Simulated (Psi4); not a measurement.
# S2O (SMILES O=S=S) at SCAN/cc-pVDZ (sweep point 1)

What is the vertical electron affinity of S2O at SCAN/cc-pVDZ (sweep point 1)? 

Program for the calculation: Psi4 1.11.

## (1) The system as given

S2O has 3 atoms, charge 0, and is taken as a singlet. SMILES: `O=S=S`. The shape is that of a PBE0-D4/def2-TZVP optimisation.

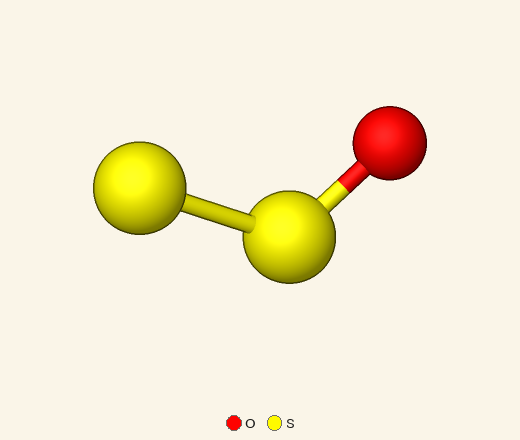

The structure, seen from a chosen angle (oxygen red, sulfur yellow).

## (2) A single-point energy at SCAN/cc-pVDZ (sweep point 1)

Contents of calc.in:

```
memory 1600 mb

molecule molecule1 {
  O      0.451630     1.204020     0.493170
  S      0.529120    -0.205510     0.148940
  S     -0.980740    -0.998510    -0.642110
  symmetry c1
}

set globals {
  basis                cc-pVDZ
  puream               true
  scf_type             pk
  dft_radial_points    99
  dft_spherical_points 590
}

E = energy("scan")
print_variables()
```

Launch:

```console
$ psi4 -i calc.in -o calc.out -n 1
```

calc.out, shortened:

```text
[...]
  Running in c1 symmetry.
[...]
  Nuclear repulsion =  142.341724241183556
[...]
  Multiplicity = 1
[...]
  Nalpha       = 20
  Nbeta        = 20
[...]
    Number of basis functions: 50
[...]
   @RKS iter   1:  -871.44581192451415    2.13792e-01   1.25872e-02 ADIIS/DIIS
[...]
   @RKS iter  10:  -871.60802261483991   -1.14190e-08   7.44238e-07 DIIS
[...]
    Orbital Energies [Eh]
    ---------------------
    Doubly Occupied:
       1A    -88.703600     2A    -88.569868     3A    -19.003010
       4A     -8.008558     5A     -7.888002     6A     -5.954814
       7A     -5.952738     8A     -5.948346     9A     -5.834085
      10A     -5.832197    11A     -5.825309    12A     -1.064902
      13A     -0.795578    14A     -0.572277    15A     -0.432893
      16A     -0.432241    17A     -0.424338    18A     -0.295019
      19A     -0.276157    20A     -0.255805
[...]
  @RKS Final Energy:  -871.60802261483991
   => Energetics <=
    Nuclear Repulsion Energy =            142.3417242411835559
    One-Electron Energy =               -1485.6022558877305073
    Two-Electron Energy =                 531.6979709624367842
    DFT Exchange-Correlation Energy =     -60.0454619307297364
    Empirical Dispersion Energy =           0.0000000000000000
    VV10 Nonlocal Energy =                  0.0000000000000000
    Total Energy =                       -871.6080226148399106
[...]
 Multipole Moments:
 ------------------------------------------------------------------------------------
     Multipole            Electronic (a.u.)      Nuclear  (a.u.)        Total (a.u.)
 ------------------------------------------------------------------------------------
 L = 1.  Multiply by 2.5417464519 to convert [e a0] to [Debye]
 Dipole X            :          0.2558332           -0.0060304            0.2498029
 Dipole Y            :         -0.4684621           -0.0124971           -0.4809591
 Dipole Z            :         -0.0000000            0.0000000           -0.0000000
 Magnitude           :                                                    0.5419623
[...]
```

Run time: 12 s. Hardware: 1 thread of Intel Xeon at 2.70GHz, shared host; peak memory 0.84 GiB.

## (3) The doublet anion at the same level

Contents of input.dat:

```
memory 1.6 GB

molecule {
  -1 2
  O      0.451630     1.204020     0.493170
  S      0.529120    -0.205510     0.148940
  S     -0.980740    -0.998510    -0.642110
  symmetry c1
}

set basis cc-pVDZ
set reference uks
set puream true
set scf_type pk
set dft_radial_points 99
set dft_spherical_points 590
set maxiter 100

E, wfn = energy('scan', return_wfn=True)
```

Launch:

```console
$ psi4 -n 1 input.dat output.dat
```

output.dat, shortened:

```text
[...]
  Running in c1 symmetry.
[...]
  Nuclear repulsion =  142.341724241183556
[...]
  Multiplicity = 2
[...]
  Nalpha       = 21
  Nbeta        = 20
[...]
    Number of basis functions: 50
[...]
   @UKS iter   1:  -871.43755859210478    2.22046e-01   1.41261e-02 DIIS/ADIIS
[...]
   @UKS iter  11:  -871.65261066250753   -5.01359e-09   4.02982e-07 DIIS
[...]
   @S^2 Observed:                7.529637152E-01
[...]
    Orbital Energies [Eh]
    ---------------------
    Alpha Occupied:
       1A    -88.395075     2A    -88.280755     3A    -18.711230
       4A     -7.703408     5A     -7.599097     6A     -5.650558
       7A     -5.646619     8A     -5.644403     9A     -5.546009
      10A     -5.541389    11A     -5.538291    12A     -0.785245
      13A     -0.518146    14A     -0.304684    15A     -0.169393
      16A     -0.164280    17A     -0.157818    18A     -0.034603
      19A     -0.011571    20A      0.003229    21A      0.082323
    Alpha Virtual:
      22A      0.248954    23A      0.286124    24A      0.537496
      25A      0.619067    26A      0.636897    27A      0.675875
[...]
  @UKS Final Energy:  -871.65261066250753
   => Energetics <=
    Nuclear Repulsion Energy =            142.3417242411835559
    One-Electron Energy =               -1497.0377278809282870
    Two-Electron Energy =                 543.4733433720462017
    DFT Exchange-Correlation Energy =     -60.4299503948089907
    Empirical Dispersion Energy =           0.0000000000000000
    VV10 Nonlocal Energy =                  0.0000000000000000
    Total Energy =                       -871.6526106625075272
[...]
 Multipole Moments:
 ------------------------------------------------------------------------------------
     Multipole            Electronic (a.u.)      Nuclear  (a.u.)        Total (a.u.)
 ------------------------------------------------------------------------------------
 L = 1.  Multiply by 2.5417464519 to convert [e a0] to [Debye]
 Dipole X            :          0.4478190           -0.0060304            0.4417887
 Dipole Y            :         -0.2245057           -0.0124971           -0.2370028
 Dipole Z            :          0.0000000            0.0000000            0.0000000
 Magnitude           :                                                    0.5013457
[...]
```

Wall time 15 s (1 thread of Intel Xeon at 2.70GHz, shared host); peak memory 0.84 GiB.

## (4) Summary of results

Level: SCAN/cc-pVDZ (sweep point 1).

| quantity | value |
| --- | --- |
| singlet S2O: total energy | -871.60802 Eh |
| singlet S2O: dipole moment | 1.38 D |
| singlet S2O: HOMO energy | -6.96 eV |
| singlet S2O: LUMO energy | -4.64 eV |
| singlet S2O: HOMO–LUMO gap | 2.32 eV |
| doublet anion: total energy | -871.65261 Eh |
| doublet anion: HOMO energy (highest over α and β) | 2.24 eV |
| doublet anion: LUMO energy (lowest over α and β) | 3.53 eV |
| doublet anion: ⟨S²⟩ | 0.753 |
| vertical electron affinity (to the doublet anion) | 1.213 eV |

At fixed nuclei the extra electron is bound by 1.21 eV (28 kcal/mol). The basis has no diffuse functions, so the error can be as large as this value. The HOMO (doublet anion) lies at positive energy, 2.24 eV, as semi-local functionals often give for anions; only total energies tell whether the electron is bound.
